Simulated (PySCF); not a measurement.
# GeB (charge +2): geometry relaxation (part 2 of 3)

Continued. System: GeB, charge +2, multiplicity 4. Method: UHF/x2c-svpall, optimize (PySCF 2.14.0). 

Geometry of the input (Å):
```
Ge 0.0000  0.0000  0.0000
B  0.0000  0.0000  2.0750
```

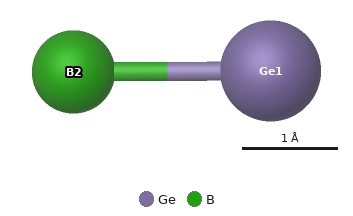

The structure as given in the input (ball-and-stick view, seen at a tilt; atoms are numbered from 1 in the order of the input). Sticks mark near contacts.

## The program's output, continued
```
******** <class 'pyscf.x2c.sfx2c1e.SpinFreeX2CHelper'> ********
approx = 1e
xuncontract = 1
Freeze 0 electrons in irreps []
    35 free electrons in irreps A1 E1x E1y E2x E2y
Set gradient conv threshold to 3.16228e-05
init E= -2120.47222735186
alpha HOMO (E1x) = -0.876985044740255  LUMO (A1) = -0.52318673566818
beta  HOMO (A1) = -1.13412640466802  LUMO (A1) = -0.552687367320836
  HOMO = -0.87698504474  LUMO = -0.552687367321  gap/eV = 8.82459
cycle= 1 E= -2120.34248218901  delta_E= 0.13  |g|= 0.0245  |ddm|= 0.103
alpha HOMO (E1x) = -0.902332848920298  LUMO (A1) = -0.560915486473707
beta  HOMO (A1) = -1.16328291342529  LUMO (A1) = -0.582340436337377
  HOMO = -0.90233284892  LUMO = -0.582340436337  gap/eV = 8.70744
cycle= 2 E= -2120.34341593624  delta_E= -0.000934  |g|= 0.0112  |ddm|= 0.0561
alpha HOMO (E1x) = -0.895512682400728  LUMO (A1) = -0.554948223710624
beta  HOMO (A1) = -1.15831019836623  LUMO (A1) = -0.578826211079982
  HOMO = -0.895512682401  LUMO = -0.57882621108  gap/eV = 8.61748
cycle= 3 E= -2120.34371088869  delta_E= -0.000295  |g|= 0.00788  |ddm|= 0.03
alpha HOMO (E1x) = -0.894250330773751  LUMO (A1) = -0.555648577207521
beta  HOMO (A1) = -1.15746492931002  LUMO (A1) = -0.576946737047304
  HOMO = -0.894250330774  LUMO = -0.576946737047  gap/eV = 8.63427
cycle= 4 E= -2120.3439928035  delta_E= -0.000282  |g|= 0.00432  |ddm|= 0.0441
alpha HOMO (E1x) = -0.893151116163218  LUMO (A1) = -0.555675768673785
beta  HOMO (A1) = -1.15902756011495  LUMO (A1) = -0.577302105021238
  HOMO = -0.893151116163  LUMO = -0.577302105021  gap/eV = 8.59469
cycle= 5 E= -2120.34409384512  delta_E= -0.000101  |g|= 0.00228  |ddm|= 0.0304
alpha HOMO (E1x) = -0.892816822864779  LUMO (A1) = -0.555946319331081
beta  HOMO (A1) = -1.15953456732414  LUMO (A1) = -0.577487329804977
  HOMO = -0.892816822865  LUMO = -0.577487329805  gap/eV = 8.58055
cycle= 6 E= -2120.34411263465  delta_E= -1.88e-05  |g|= 0.00117  |ddm|= 0.0122
alpha HOMO (E1x) = -0.89261475808001  LUMO (A1) = -0.556258690947931
beta  HOMO (A1) = -1.1597502404535  LUMO (A1) = -0.577789834870829
  HOMO = -0.89261475808  LUMO = -0.577789834871  gap/eV = 8.56682
cycle= 7 E= -2120.34412040732  delta_E= -7.77e-06  |g|= 0.000632  |ddm|= 0.0076
alpha HOMO (E1x) = -0.892511349903562  LUMO (A1) = -0.556520465321974
beta  HOMO (A1) = -1.16002948087753  LUMO (A1) = -0.578019513401017
  HOMO = -0.892511349904  LUMO = -0.578019513401  gap/eV = 8.55776
cycle= 8 E= -2120.34412329153  delta_E= -2.88e-06  |g|= 0.000113  |ddm|= 0.00624
alpha HOMO (E1x) = -0.892512508954787  LUMO (A1) = -0.556616462385424
beta  HOMO (A1) = -1.16005087553624  LUMO (A1) = -0.578057917891505
  HOMO = -0.892512508955  LUMO = -0.578057917892  gap/eV = 8.55675
cycle= 9 E= -2120.34412335689  delta_E= -6.54e-08  |g|= 1.32e-05  |ddm|= 0.00103
alpha HOMO (E1x) = -0.892513275168357  LUMO (A1) = -0.556621443046263
beta  HOMO (A1) = -1.16005002477238  LUMO (A1) = -0.578062534461595
  HOMO = -0.892513275168  LUMO = -0.578062534462  gap/eV = 8.55664
cycle= 10 E= -2120.34412335717  delta_E= -2.84e-10  |g|= 2.47e-06  |ddm|= 5.45e-05
alpha HOMO (E1x) = -0.892513532203194  LUMO (A1) = -0.55662213535224
beta  HOMO (A1) = -1.16005141545949  LUMO (A1) = -0.578063094051498
  HOMO = -0.892513532203  LUMO = -0.578063094051  gap/eV = 8.55663
Extra cycle  E= -2120.34412335718  delta_E= -8.19e-12  |g|= 1.1e-06  |ddm|= 4.89e-06
converged SCF energy = -2120.34412335718  <S^2> = 3.7911857  2S+1 = 4.0205401

******** <class 'pyscf.grad.rhf.Gradients_Scanner'> for <class 'pyscf.scf.hf.sfX2C1eSymAdaptedUHF_Scanner'> ********
unit = Eh/Bohr
--------------- sfX2C1eSymAdaptedUHF_Scanner gradients ---------------
         x                y                z
0 Ge     0.0000000000     0.0000000000     0.0268926874
1 B     0.0000000000     0.0000000000    -0.0268926874
----------------------------------------------
cycle 3: E = -2120.34412336  dE = 0.00101653  norm(grad) = 0.038032
Step    2 : Displace = 7.314e-02/7.314e-02 (rms/max) Trust = 1.414e-01 (+) Grad = 2.689e-02/2.689e-02 (rms/max) E (change) = -2120.3441233572 (+1.017e-03) Quality = -0.605
Hessian Eigenvalues: 5.00000e-02 5.00000e-02 5.00000e-02 ... 5.00000e-02 5.00000e-02 1.41257e-01

Geometry optimization cycle 4
Cartesian coordinates (Angstrom)
 Atom        New coordinates             dX        dY        dZ
  Ge   0.000000   0.000000   0.075975    0.000000  0.000000 -0.036568
   B   0.000000   0.000000   1.999025    0.000000  0.000000  0.036568
New geometry
   1 Ge     0.000000000000   0.000000000000   0.075975040531 AA    0.000000000000   0.000000000000   0.143572018906 Bohr
   2 B      0.000000000000   0.000000000000   1.999024959469 AA    0.000000000000   0.000000000000   3.777609689566 Bohr

******** <class 'pyscf.scf.hf.sfX2C1eSymAdaptedUHF_Scanner'> ********
method = sfX2C1eSymAdaptedUHF_Scanner
initial guess = minao
damping factor = 0
level_shift factor = 0
DIIS = <class 'pyscf.scf.diis.CDIIS'>
diis_start_cycle = 1
diis_space = 8
diis_damp = 0
SCF conv_tol = 1e-09
SCF conv_tol_grad = None
SCF max_cycles = 50
direct_scf = True
direct_scf_tol = 1e-13
number electrons alpha = 19  beta = 16

******** <class 'pyscf.x2c.sfx2c1e.SpinFreeX2CHelper'> ********
approx = 1e
xuncontract = 1
Freeze 0 electrons in irreps []
    35 free electrons in irreps A1 E1x E1y E2x E2y
Set gradient conv threshold to 3.16228e-05
init E= -2120.27713379513
alpha HOMO (E1x) = -0.889630282433969  LUMO (A1) = -0.572705014095415
beta  HOMO (A1) = -1.15867322182196  LUMO (A1) = -0.594970505688467
  HOMO = -0.889630282434  LUMO = -0.594970505688  gap/eV = 8.01810
cycle= 1 E= -2120.34558658817  delta_E= -0.0685  |g|= 0.0125  |ddm|= 0.0502
alpha HOMO (E1x) = -0.87482457475101  LUMO (A1) = -0.551921787786023
beta  HOMO (A1) = -1.14246449955904  LUMO (A1) = -0.578121452265095
  HOMO = -0.874824574751  LUMO = -0.578121452265  gap/eV = 8.07370
cycle= 2 E= -2120.34581029376  delta_E= -0.000224  |g|= 0.00518  |ddm|= 0.0273
alpha HOMO (E1x) = -0.878111196696363  LUMO (A1) = -0.554966223202762
beta  HOMO (A1) = -1.14549608672412  LUMO (A1) = -0.579770606748462
  HOMO = -0.878111196696  LUMO = -0.579770606748  gap/eV = 8.11826
cycle= 3 E= -2120.34587187566  delta_E= -6.16e-05  |g|= 0.00358  |ddm|= 0.0138
alpha HOMO (E1x) = -0.878530318379307  LUMO (A1) = -0.554535893275523
beta  HOMO (A1) = -1.14639398915371  LUMO (A1) = -0.580422768236804
  HOMO = -0.878530318379  LUMO = -0.580422768237  gap/eV = 8.11192
cycle= 4 E= -2120.34592489635  delta_E= -5.3e-05  |g|= 0.00219  |ddm|= 0.0177
alpha HOMO (E1x) = -0.879057152304271  LUMO (A1) = -0.554515569451245
beta  HOMO (A1) = -1.14600744949341  LUMO (A1) = -0.580207952587763
  HOMO = -0.879057152304  LUMO = -0.580207952588  gap/eV = 8.13210
cycle= 5 E= -2120.34595100398  delta_E= -2.61e-05  |g|= 0.00129  |ddm|= 0.0145
alpha HOMO (E1x) = -0.87928433329882  LUMO (A1) = -0.554373732479877
beta  HOMO (A1) = -1.14581501160766  LUMO (A1) = -0.580096048144195
  HOMO = -0.879284333299  LUMO = -0.580096048144  gap/eV = 8.14133
cycle= 6 E= -2120.34595861304  delta_E= -7.61e-06  |g|= 0.000691  |ddm|= 0.00799
alpha HOMO (E1x) = -0.879445385346207  LUMO (A1) = -0.554217275118691
beta  HOMO (A1) = -1.14560982892781  LUMO (A1) = -0.580000860360316
  HOMO = -0.879445385346  LUMO = -0.58000086036  gap/eV = 8.14830
cycle= 7 E= -2120.34596182389  delta_E= -3.21e-06  |g|= 0.000366  |ddm|= 0.00534
alpha HOMO (E1x) = -0.879533052388296  LUMO (A1) = -0.554102066822634
beta  HOMO (A1) = -1.14546359015733  LUMO (A1) = -0.579884812744685
  HOMO = -0.879533052388  LUMO = -0.579884812745  gap/eV = 8.15384
cycle= 8 E= -2120.34596283296  delta_E= -1.01e-06  |g|= 0.000111  |ddm|= 0.00338
alpha HOMO (E1x) = -0.87953155417756  LUMO (A1) = -0.554031127098092
beta  HOMO (A1) = -1.14545535878189  LUMO (A1) = -0.579830555254022
  HOMO = -0.879531554178  LUMO = -0.579830555254  gap/eV = 8.15528
cycle= 9 E= -2120.34596289811  delta_E= -6.52e-08  |g|= 2.62e-05  |ddm|= 0.000958
alpha HOMO (E1x) = -0.879532841453564  LUMO (A1) = -0.554019278500087
beta  HOMO (A1) = -1.14546108358516  LUMO (A1) = -0.579818312150194
  HOMO = -0.879532841454  LUMO = -0.57981831215  gap/eV = 8.15565
cycle= 10 E= -2120.34596290026  delta_E= -2.15e-09  |g|= 5.87e-06  |ddm|= 0.000151
alpha HOMO (E1x) = -0.879532540877906  LUMO (A1) = -0.554017847556832
beta  HOMO (A1) = -1.14546313521991  LUMO (A1) = -0.579814921187492
  HOMO = -0.879532540878  LUMO = -0.579814921187  gap/eV = 8.15573
cycle= 11 E= -2120.34596290035  delta_E= -9.05e-11  |g|= 1.48e-06  |ddm|= 2.74e-05
alpha HOMO (E1x) = -0.879532464746244  LUMO (A1) = -0.554017766090003
beta  HOMO (A1) = -1.14546343566498  LUMO (A1) = -0.579814847553698
  HOMO = -0.879532464746  LUMO = -0.579814847554  gap/eV = 8.15573
Extra cycle  E= -2120.34596290036  delta_E= -4.09e-12  |g|= 7.39e-07  |ddm|= 3.54e-06
converged SCF energy = -2120.34596290036  <S^2> = 3.7935089  2S+1 = 4.0216956

******** <class 'pyscf.grad.rhf.Gradients_Scanner'> for <class 'pyscf.scf.hf.sfX2C1eSymAdaptedUHF_Scanner'> ********
unit = Eh/Bohr
--------------- sfX2C1eSymAdaptedUHF_Scanner gradients ---------------
         x                y                z
0 Ge     0.0000000000     0.0000000000     0.0018248893
1 B     0.0000000000     0.0000000000    -0.0018248893
----------------------------------------------
cycle 4: E = -2120.3459629  dE = -0.00183954  norm(grad) = 0.00258078
Step    3 : Displace = 3.657e-02/3.657e-02 (rms/max) Trust = 3.657e-02 (-) Grad = 1.825e-03/1.825e-03 (rms/max) E (change) = -2120.3459629004 (-1.840e-03) Quality = 0.777
Hessian Eigenvalues: 5.00000e-02 5.00000e-02 5.00000e-02 ... 5.00000e-02 5.00000e-02 1.81378e-01

Geometry optimization cycle 5
Cartesian coordinates (Angstrom)
 Atom        New coordinates             dX        dY        dZ
  Ge   0.000000   0.000000   0.073313    0.000000  0.000000 -0.002662
   B   0.000000   0.000000   2.001687    0.000000  0.000000  0.002662
New geometry
   1 Ge     0.000000000000   0.000000000000   0.073312950075 AA    0.000000000000   0.000000000000   0.138541397026 Bohr
   2 B      0.000000000000   0.000000000000   2.001687049926 AA    0.000000000000   0.000000000000   3.782640311448 Bohr

******** <class 'pyscf.scf.hf.sfX2C1eSymAdaptedUHF_Scanner'> ********
method = sfX2C1eSymAdaptedUHF_Scanner
initial guess = minao
damping factor = 0
level_shift factor = 0
DIIS = <class 'pyscf.scf.diis.CDIIS'>
diis_start_cycle = 1
diis_space = 8
diis_damp = 0
SCF conv_tol = 1e-09
SCF conv_tol_grad = None
SCF max_cycles = 50
direct_scf = True
direct_scf_tol = 1e-13
number electrons alpha = 19  beta = 16

******** <class 'pyscf.x2c.sfx2c1e.SpinFreeX2CHelper'> ********
approx = 1e
xuncontract = 1
Freeze 0 electrons in irreps []
    35 free electrons in irreps A1 E1x E1y E2x E2y
Set gradient conv threshold to 3.16228e-05
init E= -2120.34118708199
alpha HOMO (E1x) = -0.87930275961388  LUMO (A1) = -0.555110640568344
beta  HOMO (A1) = -1.14539991778501  LUMO (A1) = -0.580923191768676
  HOMO = -0.879302759614  LUMO = -0.580923191769  gap/eV = 8.11932
cycle= 1 E= -2120.34597217196  delta_E= -0.00479  |g|= 0.000898  |ddm|= 0.00364
alpha HOMO (E1x) = -0.878295768007115  LUMO (A1) = -0.553665216011241
beta  HOMO (A1) = -1.14430770787114  LUMO (A1) = -0.57975580146988
  HOMO = -0.878295768007  LUMO = -0.57975580147  gap/eV = 8.12369
cycle= 2 E= -2120.34597341216  delta_E= -1.24e-06  |g|= 0.000402  |ddm|= 0.00203
alpha HOMO (E1x) = -0.87853880828985  LUMO (A1) = -0.553880876362205
beta  HOMO (A1) = -1.14450793883118  LUMO (A1) = -0.579875415705444
  HOMO = -0.87853880829  LUMO = -0.579875415705  gap/eV = 8.12704
cycle= 3 E= -2120.34597380009  delta_E= -3.88e-07  |g|= 0.000285  |ddm|= 0.00108
alpha HOMO (E1x) = -0.878577693138582  LUMO (A1) = -0.553848566509526
beta  HOMO (A1) = -1.14457264943565  LUMO (A1) = -0.579925135600169
  HOMO = -0.878577693139  LUMO = -0.5799251356  gap/eV = 8.12675
cycle= 4 E= -2120.34597416761  delta_E= -3.68e-07  |g|= 0.00017  |ddm|= 0.00153
alpha HOMO (E1x) = -0.878621267908787  LUMO (A1) = -0.553845034377957
beta  HOMO (A1) = -1.14453443022774  LUMO (A1) = -0.579906062818642
  HOMO = -0.878621267909  LUMO = -0.579906062819  gap/eV = 8.12845
cycle= 5 E= -2120.34597433292  delta_E= -1.65e-07  |g|= 9.77e-05  |ddm|= 0.00118
alpha HOMO (E1x) = -0.878638949513776  LUMO (A1) = -0.553833692531572
beta  HOMO (A1) = -1.1445165653665  LUMO (A1) = -0.57989601628202
  HOMO = -0.878638949514  LUMO = -0.579896016282  gap/eV = 8.12921
cycle= 6 E= -2120.3459743766  delta_E= -4.37e-08  |g|= 5.17e-05  |ddm|= 0.00061
alpha HOMO (E1x) = -0.878650886743919  LUMO (A1) = -0.553821317088075
beta  HOMO (A1) = -1.14450276650763  LUMO (A1) = -0.579886409050878
  HOMO = -0.878650886744  LUMO = -0.579886409051  gap/eV = 8.12980
cycle= 7 E= -2120.34597439447  delta_E= -1.79e-08  |g|= 2.69e-05  |ddm|= 0.000396
alpha HOMO (E1x) = -0.878656479747604  LUMO (A1) = -0.553812223111116
beta  HOMO (A1) = -1.14449262557903  LUMO (A1) = -0.579876799462697
  HOMO = -0.878656479748  LUMO = -0.579876799463  gap/eV = 8.13021
cycle= 8 E= -2120.34597439984  delta_E= -5.36e-09  |g|= 7.43e-06  |ddm|= 0.000251
alpha HOMO (E1x) = -0.878656298680643  LUMO (A1) = -0.553807157554724
beta  HOMO (A1) = -1.14449254351036  LUMO (A1) = -0.579873183792985
  HOMO = -0.878656298681  LUMO = -0.579873183793  gap/eV = 8.13030
cycle= 9 E= -2120.34597440011  delta_E= -2.75e-10  |g|= 1.71e-06  |ddm|= 6.34e-05
alpha HOMO (E1x) = -0.878656317289898  LUMO (A1) = -0.553806873306956
beta  HOMO (A1) = -1.14449286492622  LUMO (A1) = -0.579872749787847
  HOMO = -0.87865631729  LUMO = -0.579872749788  gap/eV = 8.13031
Extra cycle  E= -2120.34597440012  delta_E= -5.91e-12  |g|= 9.61e-07  |ddm|= 3.76e-06
converged SCF energy = -2120.34597440012  <S^2> = 3.793591  2S+1 = 4.0217364

******** <class 'pyscf.grad.rhf.Gradients_Scanner'> for <class 'pyscf.scf.hf.sfX2C1eSymAdaptedUHF_Scanner'> ********
unit = Eh/Bohr
--------------- sfX2C1eSymAdaptedUHF_Scanner gradients ---------------
         x                y                z
0 Ge     0.0000000000     0.0000000000     0.0004706130
1 B     0.0000000000     0.0000000000    -0.0004706130
----------------------------------------------
cycle 5: E = -2120.3459744  dE = -1.14998e-05  norm(grad) = 0.000665547
Step    4 : Displace = 2.662e-03/2.662e-03 (rms/max) Trust = 5.172e-02 (+) Grad = 4.706e-04/4.706e-04 (rms/max) E (change) = -2120.3459744001 (-1.150e-05) Quality = 1.253
Hessian Eigenvalues: 5.00000e-02 5.00000e-02 5.00000e-02 ... 5.00000e-02 5.00000e-02 1.34603e-01

Geometry optimization cycle 6
Cartesian coordinates (Angstrom)
 Atom        New coordinates             dX        dY        dZ
  Ge   0.000000   0.000000   0.072388    0.000000  0.000000 -0.000925
   B   0.000000   0.000000   2.002612    0.000000  0.000000  0.000925
New geometry
   1 Ge     0.000000000000   0.000000000000   0.072387869651 AA    0.000000000000   0.000000000000   0.136793248381 Bohr
   2 B      0.000000000000   0.000000000000   2.002612130349 AA    0.000000000000   0.000000000000   3.784388460091 Bohr

******** <class 'pyscf.scf.hf.sfX2C1eSymAdaptedUHF_Scanner'> ********
method = sfX2C1eSymAdaptedUHF_Scanner
initial guess = minao
damping factor = 0
level_shift factor = 0
DIIS = <class 'pyscf.scf.diis.CDIIS'>
diis_start_cycle = 1
diis_space = 8
diis_damp = 0
SCF conv_tol = 1e-09
SCF conv_tol_grad = None
SCF max_cycles = 50
direct_scf = True
direct_scf_tol = 1e-13
number electrons alpha = 19  beta = 16

******** <class 'pyscf.x2c.sfx2c1e.SpinFreeX2CHelper'> ********
approx = 1e
xuncontract = 1
Freeze 0 electrons in irreps []
    35 free electrons in irreps A1 E1x E1y E2x E2y
Set gradient conv threshold to 3.16228e-05
init E= -2120.34431990243
alpha HOMO (E1x) = -0.878575760176808  LUMO (A1) = -0.554183955507428
beta  HOMO (A1) = -1.14447201654919  LUMO (A1) = -0.580253926633211
  HOMO = -0.878575760177  LUMO = -0.580253926633  gap/eV = 8.11775
cycle= 1 E= -2120.34597497332  delta_E= -0.00166  |g|= 0.000311  |ddm|= 0.00127
alpha HOMO (E1x) = -0.878228079642637  LUMO (A1) = -0.553683851423294
beta  HOMO (A1) = -1.14409549420851  LUMO (A1) = -0.57984987074323
  HOMO = -0.878228079643  LUMO = -0.579849870743  gap/eV = 8.11928
cycle= 2 E= -2120.34597512349  delta_E= -1.5e-07  |g|= 0.00014  |ddm|= 0.000707
alpha HOMO (E1x) = -0.878312585050357  LUMO (A1) = -0.553758476981241
beta  HOMO (A1) = -1.1441644695155  LUMO (A1) = -0.579891299554054
  HOMO = -0.87831258505  LUMO = -0.579891299554  gap/eV = 8.12046
cycle= 3 E= -2120.34597517098  delta_E= -4.75e-08  |g|= 9.99e-05  |ddm|= 0.000379
alpha HOMO (E1x) = -0.878326316892107  LUMO (A1) = -0.553747126195851
beta  HOMO (A1) = -1.14418709249825  LUMO (A1) = -0.579908455170697
  HOMO = -0.878326316892  LUMO = -0.579908455171  gap/eV = 8.12036
cycle= 4 E= -2120.34597521632  delta_E= -4.53e-08  |g|= 5.96e-05  |ddm|= 0.000539
alpha HOMO (E1x) = -0.878341597974462  LUMO (A1) = -0.553745781394766
beta  HOMO (A1) = -1.14417365853234  LUMO (A1) = -0.579901657476581
  HOMO = -0.878341597974  LUMO = -0.579901657477  gap/eV = 8.12096
cycle= 5 E= -2120.34597523659  delta_E= -2.03e-08  |g|= 3.41e-05  |ddm|= 0.000415
alpha HOMO (E1x) = -0.878347835308396  LUMO (A1) = -0.553741807657797
beta  HOMO (A1) = -1.14416734387262  LUMO (A1) = -0.579898044647527
  HOMO = -0.878347835308  LUMO = -0.579898044648  gap/eV = 8.12123
cycle= 6 E= -2120.34597524195  delta_E= -5.36e-09  |g|= 1.8e-05  |ddm|= 0.000214
alpha HOMO (E1x) = -0.878352008045363  LUMO (A1) = -0.553737487031392
beta  HOMO (A1) = -1.14416258650663  LUMO (A1) = -0.579894633808475
  HOMO = -0.878352008045  LUMO = -0.579894633808  gap/eV = 8.12144
cycle= 7 E= -2120.34597524413  delta_E= -2.18e-09  |g|= 9.36e-06  |ddm|= 0.000138
alpha HOMO (E1x) = -0.878353926800584  LUMO (A1) = -0.553734334821501
beta  HOMO (A1) = -1.14415908870967  LUMO (A1) = -0.579891280141149
  HOMO = -0.878353926801  LUMO = -0.579891280141  gap/eV = 8.12158
cycle= 8 E= -2120.34597524477  delta_E= -6.43e-10  |g|= 2.59e-06  |ddm|= 8.68e-05
alpha HOMO (E1x) = -0.878353621328758  LUMO (A1) = -0.553733432358876
beta  HOMO (A1) = -1.14415930945368  LUMO (A1) = -0.579890769346155
  HOMO = -0.878353621329  LUMO = -0.579890769346  gap/eV = 8.12159
Extra cycle  E= -2120.34597524479  delta_E= -1.73e-11  |g|= 1.7e-06  |ddm|= 6.97e-06
converged SCF energy = -2120.34597524479  <S^2> = 3.7936166  2S+1 = 4.0217492

******** <class 'pyscf.grad.rhf.Gradients_Scanner'> for <class 'pyscf.scf.hf.sfX2C1eSymAdaptedUHF_Scanner'> ********
unit = Eh/Bohr
--------------- sfX2C1eSymAdaptedUHF_Scanner gradients ---------------
         x                y                z
0 Ge     0.0000000000     0.0000000000     0.0000133439
1 B     0.0000000000     0.0000000000    -0.0000133439
----------------------------------------------
cycle 6: E = -2120.34597524  dE = -8.4467e-07  norm(grad) = 1.88711e-05
```

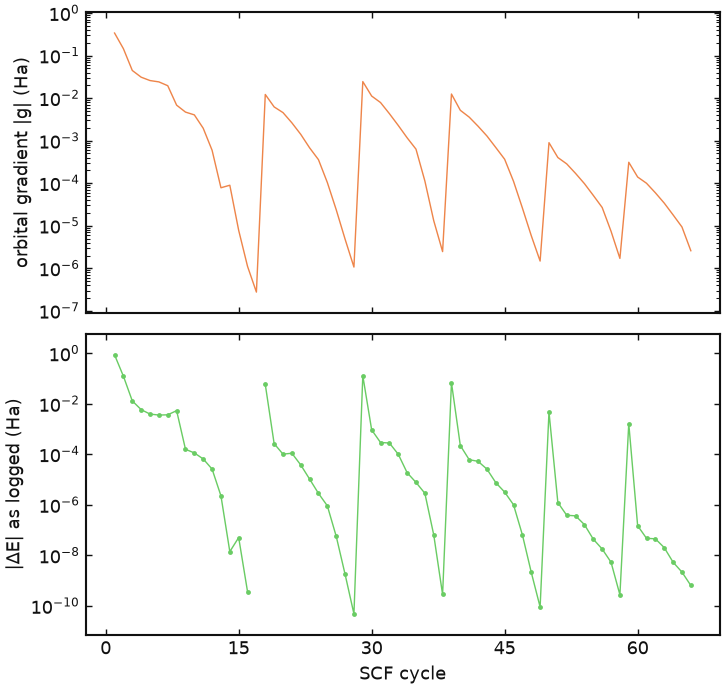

Convergence of the self-consistent field: orbital gradient |g| and size of the energy change against the SCF cycle. All cycles printed in the log are drawn one after another.

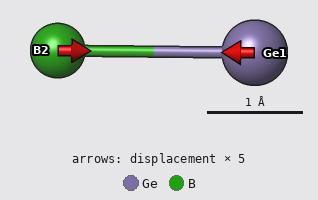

The starting structure with the displacements as red arrows, magnified 5 times (ball-and-stick view, seen at a tilt). The two geometries are laid on each other by the best rigid fit. The largest moves after the best rigid fit, 0.072 Å, are those of Ge1 and B2. Largest moves by element: Ge 0.072 Å, B 0.072 Å. Distances before and after: Ge1–B2 2.075 → 1.930 Å. (Atoms are counted from 1 in the order of the input.)
